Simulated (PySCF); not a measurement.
**C₃H₉GeN (SMILES CC(C)=[N][GeH3]): density, localisation and related maps**

```xyz
14

C    -0.9648   -1.0546    0.3551
C    -0.4084    0.3399    0.4320
C    -1.4149    1.4147    0.7179
N     0.7978    0.6569    0.2585
Ge    2.2532   -0.3559   -0.1245
H    -1.8634   -1.1630    0.9572
H    -1.2154   -1.2704   -0.6839
H    -0.2126   -1.7744    0.6751
H    -2.2297    1.3614   -0.0022
H    -1.8350    1.2659    1.7115
H    -0.9469    2.3933    0.6699
H     2.1420   -1.0035   -1.4719
H     2.5217   -1.4337    0.8863
H     3.3758    0.6231   -0.1231
```

Geometry: GFN2-xTB.

Method: PySCF 2.14.0, CAM-B3LYP/def2-SVPD, SCF density, gas phase.

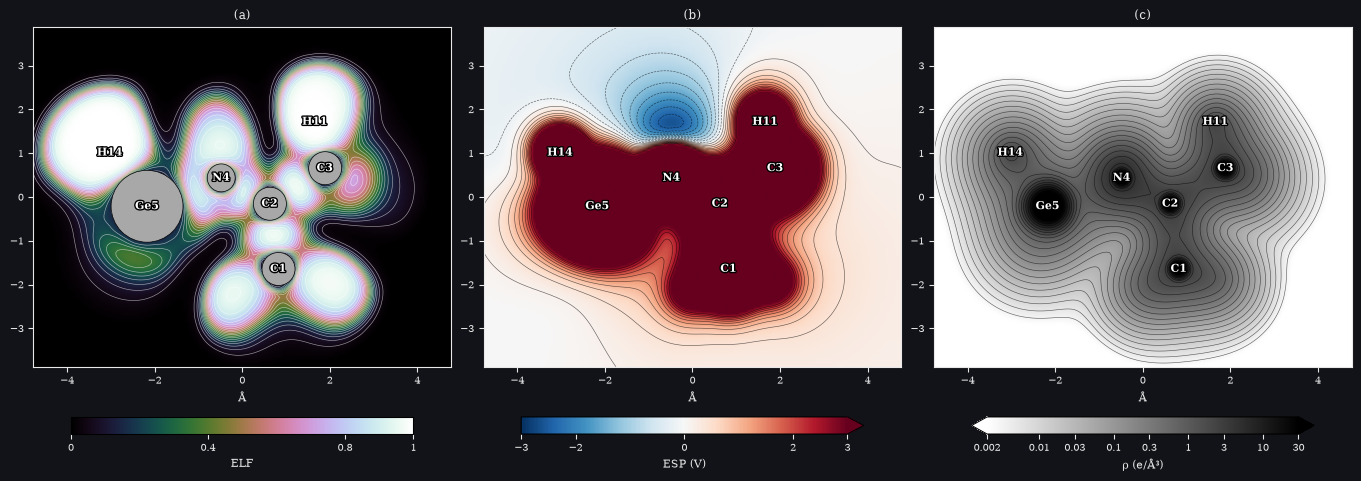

Figure 1. (a) electron localisation function; (b) electrostatic potential; (c) total electron density on the plane of atoms C1, C2 and C3. Grey discs cover the atomic cores in the ELF map.

### What does the map show?

- The plane passes through C, N, Ge and H nuclei.
- C–N (1.26 Å): ρ at the midpoint is about 2.8 e/Å³; the ELF peaks at about 0.90 between the atoms: a short, multiple covalent bond.
- C–C (1.50 Å): ρ at the midpoint is about 1.8 e/Å³; the ELF peaks at about 0.95 between the atoms, as expected for a covalent bond.
- Ge–N (1.81 Å): ρ is about 1 e/Å³ halfway; the ELF peaks at about 0.90 in the valence shell of N, 0.6 Å from its nucleus, and is about 0.50 at the midpoint.
- C–H (1.09 Å): the density is about 2 e/Å³ at the midpoint; the ELF climbs to about 1 towards the hydrogen, as it does in any bond to H (an ordinary covalent bond to hydrogen).
- Ge–H (1.49 Å): ρ is about 1.2 e/Å³ halfway; the ELF climbs to about 1 towards the hydrogen.
- The ELF also peaks beside N4, away from the bonds: lone-pair regions.
- Outside the dense part of the molecule the potential is most negative (−2.6 V) near N4.

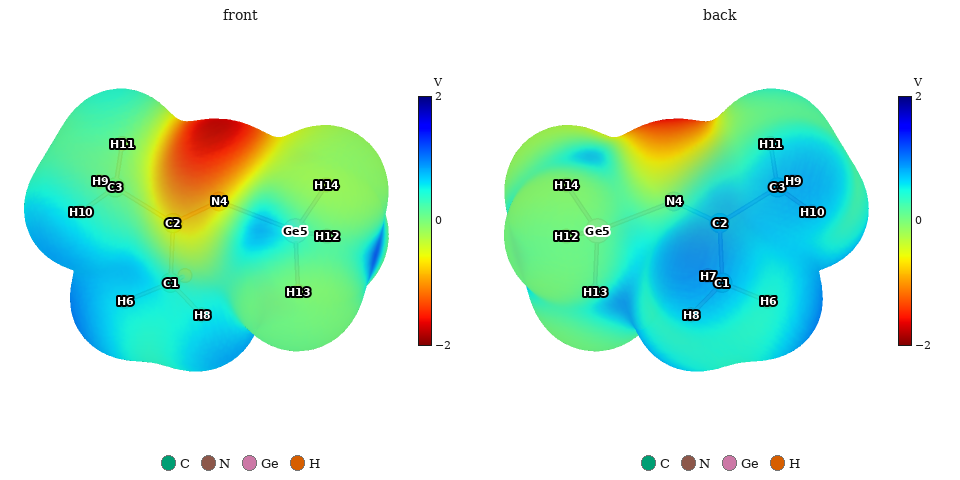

Figure 2. The molecular electrostatic potential painted on the density surface at 0.002 e/bohr³, seen from the front and from behind; red is negative and blue positive.

### Describe the electrostatic potential map.

The most negative region (about −1.7 V) lies over N4, the most positive (about +1.0 V) over Ge5, H6 and H7. N4 is the likeliest acceptor of a hydrogen bond.

### What dipole moment does the calculation give?

Its dipole moment is 2.11 D.
